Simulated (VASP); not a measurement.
Band structure of RuAl (CsCl type). Level of theory: optB86b-vdW, VASP's PBE PAW potentials (set 64) (plane waves; VASP).

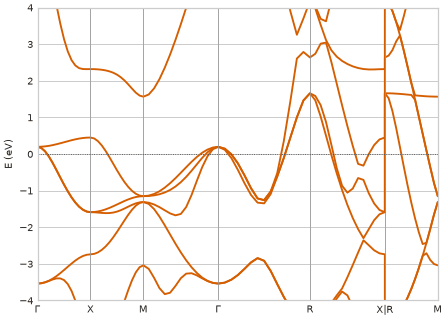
*Bands along high-symmetry lines, zero at the valence-band maximum or, without a gap, the Fermi level*

Problem. Read the plot: is there a gap, and where are the band edges?

Solution. It has no gap at this level: it comes out as a metal or semimetal. (Edges off the drawn lines would not show.)

The compound is RuAl in the CsCl type structure. The cell was not relaxed at this level. The electron count is odd and the run is not spin-polarised, which forces a metal.
